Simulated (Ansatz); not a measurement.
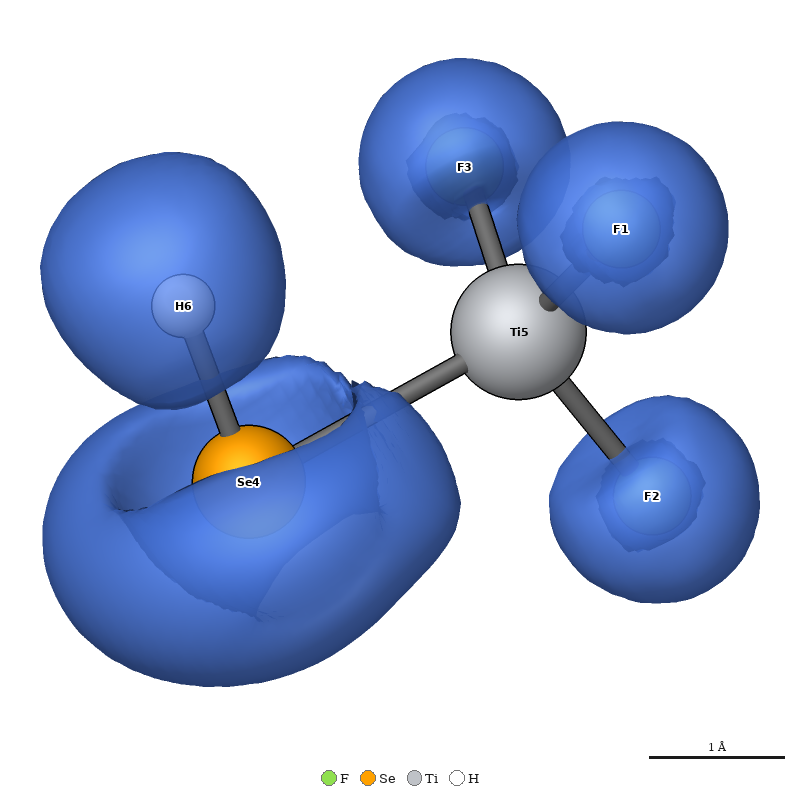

Figure. F₃HSeTi (SMILES [F][Ti]([F])([F])[SeH]). Isosurface of the ELF at 0.75 (blue), seen at a tilt. Only the valence region is drawn (cores and ρ < 0.01 e/Å³ removed).

Geometry: PBE0-D4/def2-SVP.

Computed with isolated molecule in a Gaussian basis; Kohn-Sham density functional theory, functional PBE0 (Ansatz).

Input file:

```
crystal:
  periodic: [false, false, false]
  atoms:
    - symbol: F
      position_ang: [-0.605063, -0.402884, 1.717978]
    - symbol: F
      position_ang: [1.876927, -0.976684, 0.422991]
    - symbol: F
      position_ang: [0.758664, 1.652675, 0.416026]
    - symbol: Se
      position_ang: [-0.673247, -0.618210, -1.680153]
    - symbol: Ti
      position_ang: [0.431000, -0.043436, 0.382855]
    - symbol: H
      position_ang: [-1.746080, 0.324541, -1.305897]
basis:
  gaussian: {orbitals: def2-TZVPD}
hamiltonian: {xc: pbe0}
output: {forces: true, orbitals: {seedname: orbitals}}
```

Run with:

```sh
ansatz run input.yaml --threads 2 --pin off --max-ram 5220MiB --events-out events.jsonl --progress --plain --runs-dir runs
```

### What do the ELF domains correspond to?

At this value the surface marks out one region around a hydrogen nucleus, three regions wrapped around F (the valence shell of each) and one region wrapped around Se (its valence shell). Profiles from the grid: Ti–F (1.72 Å): the ELF peaks at about 0.85 in the valence shell of F, 0.5 Å from its nucleus, and drops to about 0.25 between the two atoms. Ti–Se (2.41 Å): the ELF peaks at about 0.80 in the valence shell of Se, 1.1 Å from its nucleus, and is about 0.70 at the midpoint.
